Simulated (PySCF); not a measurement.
FH$_{9}$N$_{2}$OSi$_{3}$ (SMILES O[Si](F)(N[SiH3])N[SiH3])

Input file:

```
{"job": {"kind": "nmr", "xc": "PBE0", "basis": "pcSseg-1"}, "charge": 0, "multiplicity": 1}
Si    -0.594323    -0.794836    -0.748530
N      1.020238    -0.313721    -0.429496
Si     1.752711     1.165790    -1.012525
N     -1.465713    -0.816668     0.715726
Si    -0.862954    -0.149658     2.215865
O     -1.239306     0.271337    -1.831256
F     -0.637681    -2.264539    -1.439069
H      1.624365    -0.944364     0.089132
H      1.014008     2.372675    -0.540057
H      3.147471     1.196923    -0.480958
H      1.809294     1.215970    -2.506579
H     -2.417986    -1.168690     0.718149
H     -0.506130     1.295979     2.098907
H     -1.954551    -0.301797     3.223820
H      0.345290    -0.880195     2.708851
H     -1.046316     0.112724    -2.760227
```

Command:

```sh
OMP_NUM_THREADS=1 python cluster_run.py task.json out
```

Geometry: PBE0-D3(BJ)/def2-SVP.

Theory: PBE0/pcSseg-1, SCF density, gas phase, non-relativistic in PySCF.

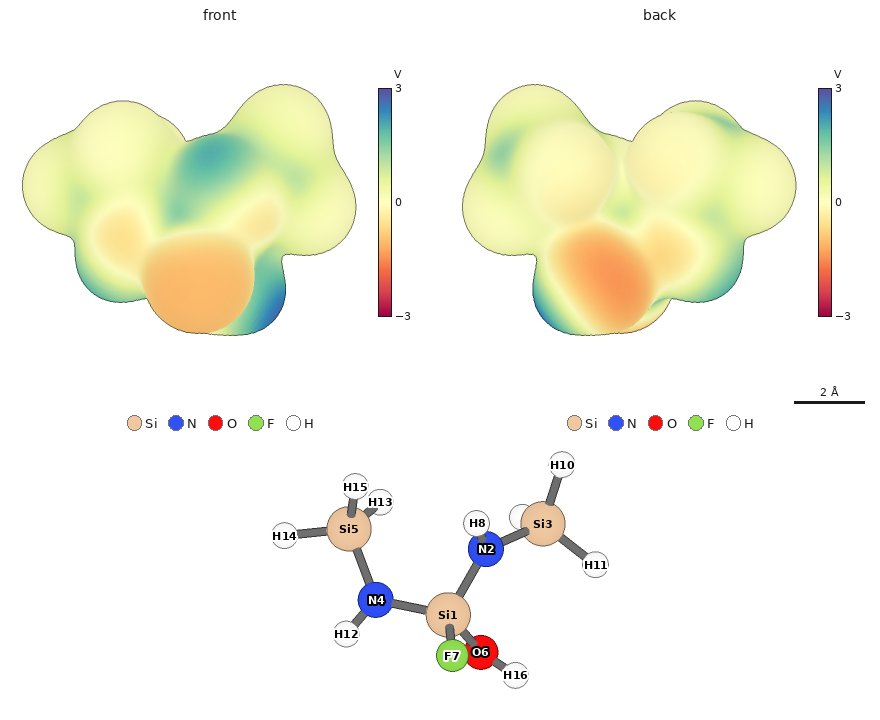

Figure 1. The molecular electrostatic potential painted on the density surface at 0.002 e/bohr³, seen from the front and from behind; the colour scale runs from red (negative) to blue (positive). The bare structure is drawn below in the same view.

Q: Which sites attract a positive test charge, and which a negative one?

A: A positive charge is drawn to the negative regions and a negative charge to the positive ones. The most negative region (about −1.4 V, or −32 kcal/mol for a unit charge) lies over O6, the most positive (about +2.5 V, or +58 kcal/mol for a unit charge) over H16. O6 is the likeliest acceptor of a hydrogen bond.

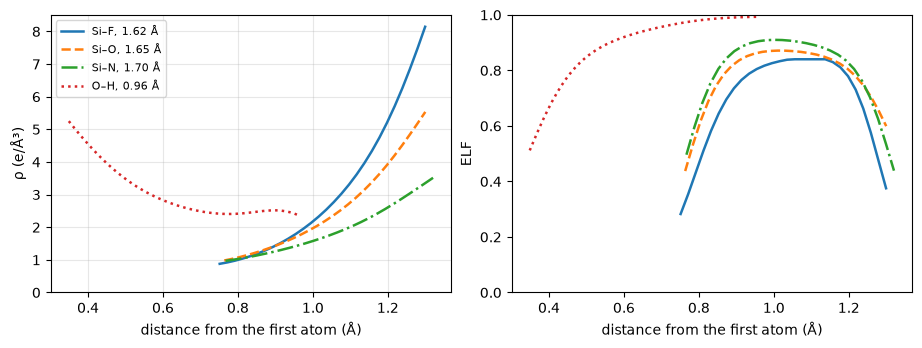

Figure 2. Electron density and ELF along straight lines between neighbouring atoms. The curves leave out the atomic cores.

Q: What can be read from the curves?

A: Si–F (1.62 Å): ρ is about 1 e/Å³ halfway; the ELF peaks at about 0.85 in the valence shell of F, 0.6 Å from its nucleus, and is about 0.50 at the midpoint.
Si–O (1.65 Å): ρ is about 1.1 e/Å³ halfway; the ELF peaks at about 0.85 between the atoms: a shared but strongly polarised pair.
Si–N (1.70 Å): the density is about 1.1 e/Å³ at the midpoint; the ELF peaks at about 0.90 between the atoms, as expected for a polar covalent bond.
O–H (0.96 Å): ρ at the midpoint is about 3.7 e/Å³; the ELF climbs to about 1 towards the hydrogen, as it does in any bond to H; a covalent bond by its length.
